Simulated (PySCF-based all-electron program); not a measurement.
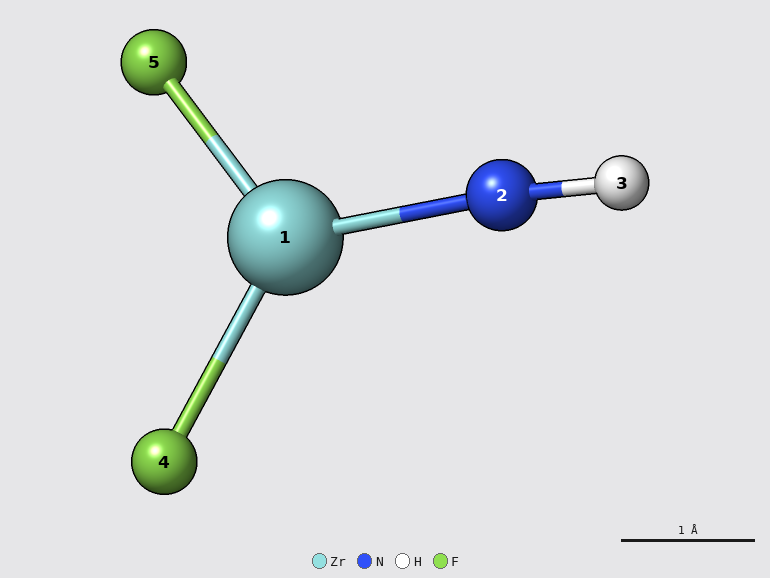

(Drawn from a calculation with PySCF-based all-electron program.)

Atoms carry their numbers in the input. Charge 0, singlet. Geometry: a fixed input geometry, not necessarily a minimum.

What is the geometry at N2?

Answer. N2 has 2 neighbours (Zr1 at 1.84, H3 at 1.02 Å); the arrangement is linear.

How are the neighbours of atom 1 arranged?

Answer. Zr1 has 3 neighbours (N2 at 1.84, F4 at 1.92, F5 at 1.92 Å); the arrangement is trigonal planar.
